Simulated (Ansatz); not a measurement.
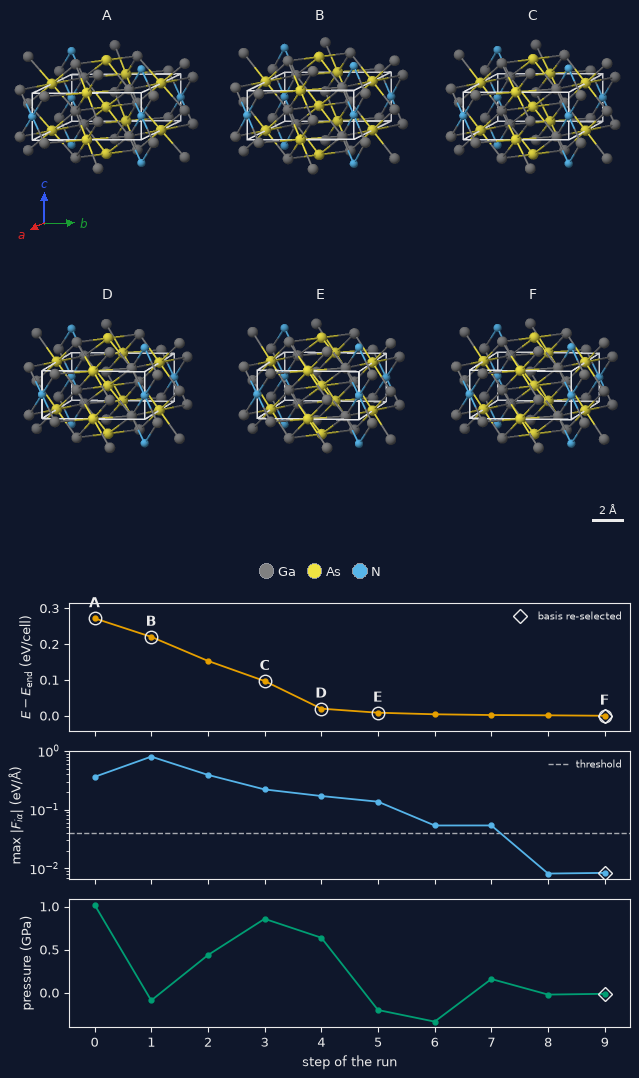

Frames of a relaxation of a crystal of Ga4As3N (a generated structure, set up in Cmmm) (coarse preliminary run), marked on the history of the run. A ball-and-stick model of the cell of the calculation, seen slightly off an axis.

Computed with DFT PBE, scalar-relativistic, plane waves, PAW (Ansatz). Set-up: plane-wave cutoff 420 eV; k-point mesh 4 × 4 × 6; occupations gaussian; smearing width 0.1 eV; no spin polarisation; cell and atoms relaxed; force threshold 0.04 eV/Å; at most 70 steps.

**Describe the path.**

After 8 accepted moves (9 points after the start) the energy has fallen by 0.272 eV per cell of the calculation. The largest force component goes from 0.36 to 0.0084 eV/Å. The pressure goes from 1.02 to −0.01 GPa. The SCF was repeated once at an unchanged geometry on a basis and grid sized afresh for the cell, which shifted the energy by 1.2 meV per cell of the calculation at most. The largest moves relative to the cell, 0.41 Å, are those of Ga atoms. As and N stay in place. The volume changes by −4.9 %, with a = b 7.129 → 6.658 Å (−6.6 %), c 3.111 → 3.205 Å (+3.0 %), γ 112.7° → 102.4°. Some distances before and after: As–Ga 3.026 → 2.662 Å, As–Ga 3.000 → 3.122 Å, Ga–N 2.083 → 2.190 Å, As–Ga 2.468 → 2.566 Å. Among the angles between lasting bonds that change: As–Ga–As 157.5° → 178.8°, As–Ga–As 101.2° → 90.6°, As–Ga–As 100.8° → 104.9°. The space group stays Cmmm (No. 65). Cost: 2.1 min on 1 thread of Intel(R) Xeon(R) Platinum 8488C (Sapphire Rapids), with other jobs on the host, peak memory 0.6 GiB. From step 0 to 1: Ga atoms move most (0.10 Å), volume +0.4 %, energy −51.8 meV per cell of the calculation. From step 1 to 3: Ga atoms move most (0.09 Å), volume −3.2 %, energy −0.123 eV per cell of the calculation. From step 3 to 4: Ga atoms move most (0.13 Å), volume −2.2 %, energy −77.2 meV per cell of the calculation. From step 4 to 5: Ga atoms move most (0.17 Å), volume +0.1 %, energy −11.3 meV per cell of the calculation. From step 5 to 9: Ga atoms move most (0.06 Å), energy −8.5 meV per cell of the calculation.
